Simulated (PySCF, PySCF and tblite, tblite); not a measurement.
# C6H18Si2: conformers and averaged spectra, part 2 of 3

PySCF and tblite. Atoms count from 0. The steps go on from the part before.

### Step 6. Shieldings, conformer 1: PBE0/6-31G*

What the job is given:

```
{"job": {"xc": "PBE0", "basis": "6-31G*", "kind": "nmr", "pop": true}, "charge": 0, "multiplicity": 1}
C     -2.576505     0.207809     1.588815
Si    -1.511422    -0.098759     0.035228
C     -1.793015     1.315513    -1.215682
C     -2.015709    -1.759196    -0.762234
C      0.332094    -0.142743     0.550490
C      1.282556    -0.495400    -0.588602
C      2.743137    -0.553276    -0.142317
Si     3.443549     1.096954     0.495135
H     -3.630225     0.265469     1.334915
H     -2.306869     1.139094     2.077043
H     -2.459291    -0.588887     2.316794
H     -1.474070     2.271224    -0.810433
H     -2.842369     1.406081    -1.479611
H     -1.239689     1.148383    -2.134818
H     -1.774847    -2.599634    -0.117958
H     -1.506059    -1.914510    -1.708375
H     -3.083072    -1.794099    -0.958705
H      0.617923     0.830548     0.953470
H      0.475420    -0.862630     1.358903
H      1.181455     0.243499    -1.386548
H      0.996676    -1.465440    -1.005290
H      2.846660    -1.318746     0.630528
H      3.350835    -0.889772    -0.986412
H      3.011071     2.186283    -0.384759
H      3.003476     1.377793     1.864533
H      4.907245     1.017053     0.489166
```

Log:

```text
coarse grid: 20928 points
cycle   1  E = -817.8849491581  dE =  2.188e-01  |g| = 6.268e-01  |ddm| = 4.091e+00
cycle   2  E = -817.8680719516  dE =  1.688e-02  |g| = 6.699e-01  |ddm| = 1.212e+00
cycle   3  E = -817.9891679933  dE = -1.211e-01  |g| = 3.761e-02  |ddm| = 6.478e-01
cycle   4  E = -817.9894191981  dE = -2.512e-04  |g| = 2.337e-02  |ddm| = 6.189e-02
cycle   5  E = -817.9895657082  dE = -1.465e-04  |g| = 2.153e-03  |ddm| = 2.359e-02
cycle   6  E = -817.9895669538  dE = -1.246e-06  |g| = 3.427e-04  |ddm| = 2.727e-03
final grid: 187800 points
cycle   7  E = -817.9034007237  dE = -3.507e-05  |g| = 1.029e-02  |ddm| = 2.507e-02
cycle   8  E = -817.9033935030  dE =  7.221e-06  |g| = 1.168e-02  |ddm| = 2.020e-02
cycle   9  E = -817.9034294103  dE = -3.591e-05  |g| = 5.654e-04  |ddm| = 1.062e-02
cycle  10  E = -817.9034294908  dE = -8.050e-08  |g| = 1.690e-04  |ddm| = 7.342e-04
cycle  11  E = -817.9034294982  dE = -7.437e-09  |g| = 2.794e-05  |ddm| = 1.694e-04
cycle  12  E = -817.9034294984  dE = -2.074e-10  |g| = 5.328e-06  |ddm| = 3.815e-05
converged SCF energy = -817.9034294984

GIAO shielding tensors (ppm)
atom      isotropic    diamagn.    paramagn.     s11        s22        s33       span
  0 C      196.583     251.326     -54.743    193.088    194.808    201.854      8.766
  1 Si     413.201     882.465    -469.263    406.493    414.230    418.882     12.389
  2 C      198.158     252.559     -54.401    193.853    197.730    202.890      9.037
  3 C      198.285     252.056     -53.771    194.884    197.447    202.523      7.638
  4 C      176.289     251.319     -75.030    167.049    173.044    188.773     21.724
  5 C      172.553     247.320     -74.768    165.999    169.669    181.991     15.992
  6 C      182.837     245.120     -62.283    168.713    177.746    202.053     33.339
  7 Si     457.531     881.640    -424.109    425.427    451.032    496.135     70.708
  8 H       32.459      29.982       2.477     27.931     29.905     39.541     11.610
  9 H       32.445      31.406       1.039     27.993     30.412     38.929     10.936
 10 H       32.458      31.123       1.335     28.118     30.203     39.053     10.935
 11 H       32.493      32.346       0.148     28.323     30.050     39.108     10.785
 12 H       32.446      30.680       1.766     27.924     29.828     39.586     11.663
 13 H       32.296      32.635      -0.339     27.758     30.834     38.296     10.539
 14 H       32.501      31.725       0.776     28.272     30.009     39.222     10.951
 15 H       32.315      32.210       0.105     27.702     30.906     38.338     10.636
 16 H       32.444      30.335       2.110     27.980     29.813     39.540     11.559
 17 H       31.575      35.867      -4.292     25.947     33.005     35.773      9.826
 18 H       31.831      34.534      -2.703     27.043     32.434     36.016      8.973
 19 H       30.769      34.511      -3.742     25.037     32.537     34.732      9.695
 20 H       30.427      33.804      -3.377     23.411     32.210     35.659     12.248
 21 H       31.622      30.421       1.201     27.313     30.482     37.071      9.758
 22 H       31.284      29.501       1.782     25.326     29.633     38.892     13.565
 23 H       28.462      30.651      -2.188     24.980     27.459     32.948      7.968
 24 H       28.215      30.580      -2.365     24.504     27.494     32.646      8.143
 25 H       28.390      28.623      -0.233     24.964     25.941     34.265      9.301
```

Wall time 46 s (1 thread of Arm Neoverse V1, shared host).

This run: HOMO -7.69 eV, LUMO 1.42 eV; dipole 0.86 D.

The fields below are evaluated on a grid from the run's orbitals.

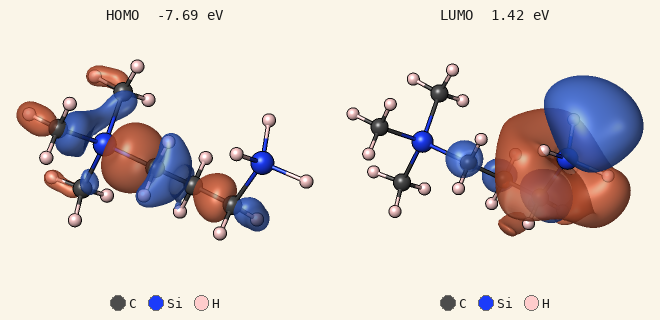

Frontier orbitals at PBE0/6-31G*; each surface holds 70 % of the orbital's density, blue and red mark the sign.

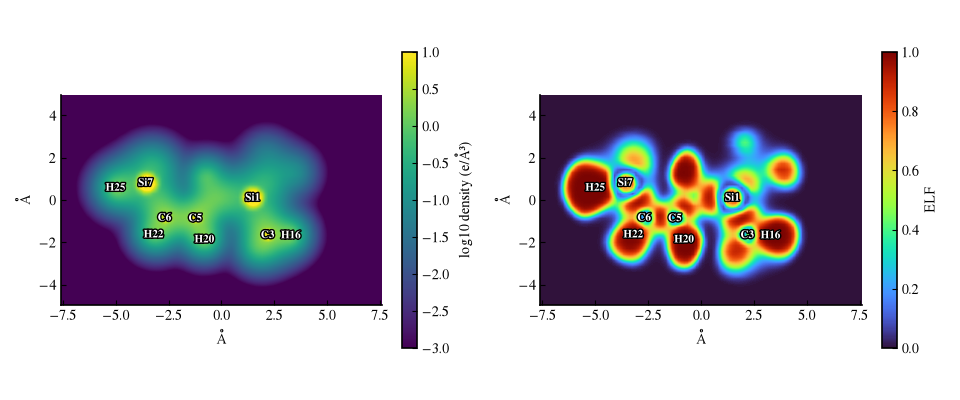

Density (left) and ELF (right) in a plane through or near 9 of the atoms.

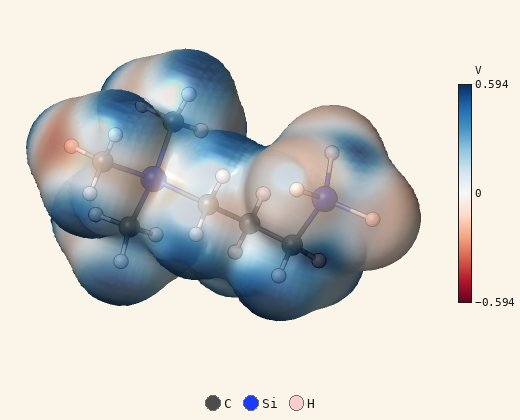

The potential that a unit positive charge feels on the 0.002 e/bohr³ surface, from the 1st to the 99th percentile, from -0.23 to 0.59 V.

### Step 7. Shieldings, conformer 2: PBE0/6-31G*

What the job is given:

```
{"job": {"xc": "PBE0", "basis": "6-31G*", "kind": "nmr", "pop": false}, "charge": 0, "multiplicity": 1}
C     -1.646964    -0.086602     2.087547
Si    -1.634144    -0.133259     0.178997
C     -1.970935     1.619427    -0.499347
C     -2.995531    -1.322115    -0.434733
C      0.059879    -0.765702    -0.450594
C      1.241228     0.102953    -0.024693
C      2.571204    -0.435863    -0.547480
Si     4.060509     0.624941    -0.033186
H     -1.398185    -1.055561     2.510100
H     -2.624890     0.193758     2.467127
H     -0.930182     0.632680     2.472000
H     -1.253373     2.338406    -0.115581
H     -2.960949     1.965928    -0.218331
H     -1.912031     1.643820    -1.583518
H     -3.976646    -0.999483    -0.100969
H     -2.839488    -2.330316    -0.063706
H     -3.019773    -1.372857    -1.518858
H      0.228510    -1.783386    -0.091827
H      0.047272    -0.826265    -1.541032
H      1.276990     0.154488     1.065422
H      1.093786     1.119432    -0.395245
H      2.704404    -1.458999    -0.187286
H      2.522368    -0.500873    -1.637282
H      4.148902     0.675508     1.428490
H      5.287252     0.037028    -0.576222
H      3.899741     1.985525    -0.552574
```

Log:

```text
coarse grid: 20928 points
cycle   1  E = -817.8853180615  dE =  2.115e-01  |g| = 6.284e-01  |ddm| = 4.087e+00
cycle   2  E = -817.8676956149  dE =  1.762e-02  |g| = 6.731e-01  |ddm| = 1.221e+00
cycle   3  E = -817.9901668832  dE = -1.225e-01  |g| = 3.830e-02  |ddm| = 6.553e-01
cycle   4  E = -817.9904324248  dE = -2.655e-04  |g| = 2.353e-02  |ddm| = 6.311e-02
cycle   5  E = -817.9905811234  dE = -1.487e-04  |g| = 2.147e-03  |ddm| = 2.369e-02
cycle   6  E = -817.9905823815  dE = -1.258e-06  |g| = 4.264e-04  |ddm| = 2.898e-03
final grid: 187800 points
cycle   7  E = -817.9047908364  dE = -3.533e-05  |g| = 1.042e-02  |ddm| = 2.431e-02
cycle   8  E = -817.9047831794  dE =  7.657e-06  |g| = 1.187e-02  |ddm| = 2.071e-02
cycle   9  E = -817.9048203656  dE = -3.719e-05  |g| = 5.705e-04  |ddm| = 1.087e-02
cycle  10  E = -817.9048204469  dE = -8.130e-08  |g| = 1.707e-04  |ddm| = 7.328e-04
cycle  11  E = -817.9048204545  dE = -7.608e-09  |g| = 2.637e-05  |ddm| = 1.666e-04
cycle  12  E = -817.9048204547  dE = -1.785e-10  |g| = 6.031e-06  |ddm| = 3.596e-05
converged SCF energy = -817.9048204547

GIAO shielding tensors (ppm)
atom      isotropic    diamagn.    paramagn.     s11        s22        s33       span
  0 C      198.266     252.442     -54.177    194.520    197.567    202.710      8.190
  1 Si     413.915     882.265    -468.351    407.616    415.250    418.878     11.261
  2 C      198.248     252.533     -54.286    194.495    197.551    202.697      8.202
  3 C      196.556     250.803     -54.248    193.205    194.583    201.878      8.673
  4 C      172.847     250.318     -77.471    159.596    167.322    191.624     32.028
  5 C      172.702     248.289     -75.586    162.962    168.731    186.414     23.452
  6 C      181.060     247.257     -66.197    170.477    171.935    200.767     30.290
  7 Si     459.219     881.919    -422.701    435.098    442.516    500.042     64.944
  8 H       32.498      31.963       0.535     28.427     29.863     39.203     10.776
  9 H       32.437      30.600       1.837     27.978     29.816     39.517     11.540
 10 H       32.270      32.854      -0.583     27.565     30.943     38.302     10.737
 11 H       32.268      32.913      -0.645     27.561     30.943     38.299     10.739
 12 H       32.435      30.671       1.764     27.977     29.815     39.514     11.537
 13 H       32.496      32.082       0.414     28.427     29.859     39.201     10.774
 14 H       32.459      29.633       2.826     27.942     29.945     39.491     11.549
 15 H       32.470      30.748       1.723     28.064     30.285     39.061     10.998
 16 H       32.470      30.806       1.664     28.062     30.287     39.060     10.998
 17 H       31.614      34.078      -2.464     26.995     32.291     35.555      8.561
 18 H       31.614      34.113      -2.500     26.995     32.291     35.555      8.559
 19 H       30.794      35.353      -4.559     23.864     33.700     34.817     10.953
 20 H       30.793      35.373      -4.579     23.863     33.700     34.817     10.954
 21 H       31.612      31.280       0.333     26.628     31.440     36.769     10.141
 22 H       31.612      31.315       0.298     26.627     31.441     36.769     10.142
 23 H       28.431      29.813      -1.383     24.997     27.080     33.214      8.217
 24 H       28.314      28.301       0.013     24.780     25.980     34.183      9.402
 25 H       28.431      29.846      -1.416     24.997     27.082     33.214      8.217
```

It took 32 s on 1 thread of Arm Neoverse V1, shared host.

In short: HOMO -7.46 eV, LUMO 1.36 eV; dipole 0.83 D.

### Step 8. Shieldings, conformer 3: PBE0/6-31G*

What the job is given:

```
{"job": {"xc": "PBE0", "basis": "6-31G*", "kind": "nmr", "pop": false}, "charge": 0, "multiplicity": 1}
C     -1.377343     0.636268    -1.542365
Si    -1.419028    -0.055957     0.236733
C     -3.070359    -0.980299     0.494391
C     -1.346828     1.380153     1.495723
C     -0.002457    -1.320615     0.515681
C      1.306292    -1.031768    -0.219760
C      1.984145     0.250109     0.251637
Si     3.647311     0.572014    -0.607642
H     -1.425524    -0.162685    -2.276431
H     -0.472177     1.203802    -1.735660
H     -2.220883     1.295908    -1.723322
H     -3.182979    -1.800236    -0.208315
H     -3.917462    -0.315273     0.359147
H     -3.138799    -1.396242     1.494890
H     -1.319631     1.005475     2.514717
H     -2.222846     2.015815     1.406441
H     -0.473285     2.009324     1.357334
H      0.210233    -1.399587     1.583917
H     -0.355206    -2.306215     0.203878
H      1.110497    -0.965276    -1.291889
H      1.991943    -1.871127    -0.067609
H      1.312804     1.091572     0.074474
H      2.128311     0.195894     1.333171
H      3.438167     0.698088    -2.052507
H      4.228004     1.813256    -0.089888
H      4.566052    -0.539783    -0.350442
```

Log:

```text
coarse grid: 20928 points
cycle   1  E = -817.8833516237  dE =  2.209e-01  |g| = 6.280e-01  |ddm| = 4.091e+00
cycle   2  E = -817.8648607468  dE =  1.849e-02  |g| = 6.754e-01  |ddm| = 1.223e+00
cycle   3  E = -817.9878540475  dE = -1.230e-01  |g| = 4.001e-02  |ddm| = 6.586e-01
cycle   4  E = -817.9881612552  dE = -3.072e-04  |g| = 2.322e-02  |ddm| = 6.539e-02
cycle   5  E = -817.9883053180  dE = -1.441e-04  |g| = 2.651e-03  |ddm| = 2.351e-02
cycle   6  E = -817.9883071731  dE = -1.855e-06  |g| = 6.160e-04  |ddm| = 3.646e-03
final grid: 187800 points
cycle   7  E = -817.9023893658  dE = -4.671e-05  |g| = 1.046e-02  |ddm| = 3.620e-02
cycle   8  E = -817.9023819460  dE =  7.420e-06  |g| = 1.184e-02  |ddm| = 2.059e-02
cycle   9  E = -817.9024189425  dE = -3.700e-05  |g| = 5.905e-04  |ddm| = 1.084e-02
cycle  10  E = -817.9024190281  dE = -8.561e-08  |g| = 1.959e-04  |ddm| = 8.087e-04
cycle  11  E = -817.9024190382  dE = -1.007e-08  |g| = 3.651e-05  |ddm| = 2.086e-04
cycle  12  E = -817.9024190385  dE = -3.479e-10  |g| = 8.300e-06  |ddm| = 4.995e-05
converged SCF energy = -817.9024190385

GIAO shielding tensors (ppm)
atom      isotropic    diamagn.    paramagn.     s11        s22        s33       span
  0 C      198.977     252.971     -53.994    196.437    199.129    201.366      4.929
  1 Si     411.418     881.436    -470.019    400.702    414.407    419.144     18.442
  2 C      195.575     250.673     -55.098    190.132    195.193    201.400     11.268
  3 C      193.832     252.396     -58.564    189.536    192.303    199.658     10.122
  4 C      175.443     248.519     -73.076    165.251    171.250    189.827     24.576
  5 C      171.886     244.625     -72.739    162.496    170.153    183.007     20.511
  6 C      183.235     249.937     -66.702    175.334    177.471    196.899     21.565
  7 Si     458.337     882.499    -424.161    433.395    441.277    500.341     66.945
  8 H       32.377      32.160       0.217     28.598     29.440     39.093     10.495
  9 H       32.283      33.429      -1.146     27.112     31.440     38.296     11.183
 10 H       32.386      31.226       1.161     27.988     29.671     39.500     11.512
 11 H       32.505      30.634       1.871     28.031     30.337     39.148     11.116
 12 H       32.488      29.859       2.629     27.960     30.034     39.470     11.510
 13 H       32.439      30.325       2.114     28.078     30.220     39.020     10.941
 14 H       32.309      31.668       0.641     28.633     29.611     38.684     10.051
 15 H       32.325      30.940       1.385     27.864     29.698     39.412     11.548
 16 H       32.310      32.770      -0.460     27.432     31.478     38.020     10.588
 17 H       31.556      32.946      -1.389     27.767     30.989     35.913      8.147
 18 H       31.366      32.323      -0.957     25.591     30.997     37.510     11.919
 19 H       30.660      33.516      -2.856     26.424     31.401     34.155      7.731
 20 H       30.504      32.390      -1.886     23.962     30.834     36.715     12.753
 21 H       31.486      34.215      -2.729     25.722     32.070     36.667     10.945
 22 H       31.743      32.555      -0.812     27.032     31.598     36.598      9.566
 23 H       28.443      30.060      -1.617     24.800     27.321     33.208      8.408
 24 H       28.310      29.178      -0.868     24.729     26.165     34.035      9.307
 25 H       28.457      29.493      -1.037     25.005     26.588     33.777      8.773
```

Run time: 32 s. Hardware: 1 thread of Arm Neoverse V1, shared host.

In short: HOMO -7.69 eV, LUMO 1.23 eV; dipole 0.76 D.

### Step 9. Shieldings, conformer 4: PBE0/6-31G*

What the job is given:

```
{"job": {"xc": "PBE0", "basis": "6-31G*", "kind": "nmr", "pop": false}, "charge": 0, "multiplicity": 1}
C     -1.916733    -1.036060    -1.141721
Si    -1.226417     0.307385     0.027414
C     -1.050522    -0.411961     1.788047
C     -2.477142     1.749056     0.106977
C      0.419638     1.022014    -0.651010
C      1.346664     0.027616    -1.345411
C      1.892266    -1.055047    -0.418830
Si     2.967263    -0.410095     1.011207
H     -2.883330    -1.392604    -0.798100
H     -1.256579    -1.895799    -1.203422
H     -2.050491    -0.653104    -2.149167
H     -0.417663    -1.293213     1.815474
H     -2.021386    -0.695677     2.184244
H     -0.621820     0.316843     2.469281
H     -3.428588     1.421409     0.513874
H     -2.669209     2.167034    -0.876469
H     -2.112385     2.553894     0.737749
H      0.176480     1.808071    -1.369718
H      0.970061     1.509171     0.155401
H      2.190695     0.571238    -1.781605
H      0.805495    -0.442284    -2.171748
H      1.060136    -1.638993    -0.023551
H      2.492069    -1.745680    -1.017894
H      3.692828    -1.543124     1.594237
H      3.931962     0.565104     0.494177
H      2.165663     0.217420     2.063838
```

Log:

```text
coarse grid: 20928 points
cycle   1  E = -817.8832548958  dE =  2.325e-01  |g| = 6.265e-01  |ddm| = 4.092e+00
cycle   2  E = -817.8652978507  dE =  1.796e-02  |g| = 6.728e-01  |ddm| = 1.217e+00
cycle   3  E = -817.9871735438  dE = -1.219e-01  |g| = 3.911e-02  |ddm| = 6.529e-01
cycle   4  E = -817.9874624017  dE = -2.889e-04  |g| = 2.298e-02  |ddm| = 6.417e-02
cycle   5  E = -817.9876032771  dE = -1.409e-04  |g| = 2.684e-03  |ddm| = 2.343e-02
cycle   6  E = -817.9876051604  dE = -1.883e-06  |g| = 5.806e-04  |ddm| = 3.545e-03
final grid: 187800 points
cycle   7  E = -817.9010098559  dE = -3.817e-05  |g| = 1.018e-02  |ddm| = 2.924e-02
cycle   8  E = -817.9010025489  dE =  7.307e-06  |g| = 1.157e-02  |ddm| = 1.996e-02
cycle   9  E = -817.9010377836  dE = -3.523e-05  |g| = 5.725e-04  |ddm| = 1.057e-02
cycle  10  E = -817.9010378659  dE = -8.231e-08  |g| = 1.662e-04  |ddm| = 7.417e-04
cycle  11  E = -817.9010378731  dE = -7.240e-09  |g| = 3.217e-05  |ddm| = 1.784e-04
cycle  12  E = -817.9010378734  dE = -2.765e-10  |g| = 6.873e-06  |ddm| = 4.293e-05
converged SCF energy = -817.9010378734

GIAO shielding tensors (ppm)
atom      isotropic    diamagn.    paramagn.     s11        s22        s33       span
  0 C      198.933     252.187     -53.254    196.055    198.778    201.965      5.910
  1 Si     411.047     881.727    -470.680    400.247    412.440    420.453     20.206
  2 C      193.560     253.030     -59.470    188.980    193.366    198.333      9.353
  3 C      195.489     251.051     -55.563    189.880    195.072    201.514     11.634
  4 C      178.724     249.508     -70.784    170.280    177.007    188.885     18.605
  5 C      171.837     243.462     -71.625    164.296    173.742    177.473     13.178
  6 C      184.838     247.131     -62.293    174.591    181.635    198.288     23.696
  7 Si     457.584     882.389    -424.805    426.408    449.705    496.640     70.232
  8 H       32.387      30.767       1.620     28.026     29.653     39.483     11.457
  9 H       32.237      32.432      -0.195     27.205     31.481     38.025     10.819
 10 H       32.397      31.433       0.964     28.366     29.546     39.279     10.913
 11 H       32.303      33.201      -0.899     27.999     31.238     37.672      9.673
 12 H       32.298      31.275       1.024     27.717     29.740     39.438     11.722
 13 H       32.112      32.454      -0.342     28.533     29.720     38.085      9.552
 14 H       32.483      30.140       2.342     27.929     30.006     39.513     11.585
 15 H       32.508      30.706       1.802     28.092     30.229     39.203     11.112
 16 H       32.416      30.959       1.457     28.001     30.403     38.844     10.843
 17 H       31.542      32.561      -1.019     25.874     31.057     37.695     11.822
 18 H       31.428      34.168      -2.740     27.639     31.393     35.251      7.613
 19 H       30.443      31.689      -1.246     25.300     29.140     36.890     11.589
 20 H       30.284      32.076      -1.792     26.262     29.552     35.038      8.777
 21 H       31.452      33.029      -1.577     27.070     31.384     35.902      8.832
 22 H       31.417      30.195       1.222     25.858     29.335     39.057     13.199
 23 H       28.386      29.448      -1.061     25.086     25.826     34.246      9.160
 24 H       28.431      30.160      -1.729     25.109     26.329     33.853      8.744
 25 H       28.150      31.718      -3.568     23.943     28.996     31.510      7.567
```

Wall time 33 s (1 thread of Arm Neoverse V1, shared host).

Key values: HOMO -7.70 eV, LUMO 1.33 eV; dipole 0.77 D.

(Continued in part 3 of 3.)
